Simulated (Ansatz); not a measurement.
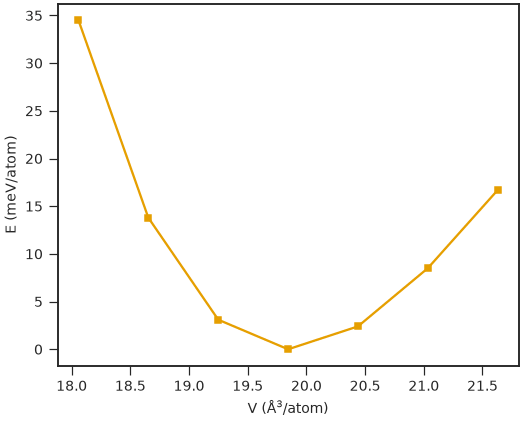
Fig. 1. WSe$_{2}$ in space group P6_3/mmc (No. 194; W on 2d, Se on 4f) under volume change, PBE+D3(BJ) (plane waves, PAW; program Ansatz), shape and atoms relaxed at each volume.

Problem. What does a third-order Birch–Murnaghan fit give for V₀, B₀ and B′?

Solution. V₀ = 19.85 Å³/atom, B₀ = 47.3 GPa, B′ = 10.8.

Symmetry was held in the PBE+D3(BJ) relaxation; phonons on a q-mesh show no instability. The run is not spin-polarised. Spin–orbit coupling is left out wherever it is not named.

Potentials: the later of the program's two PAW sets.
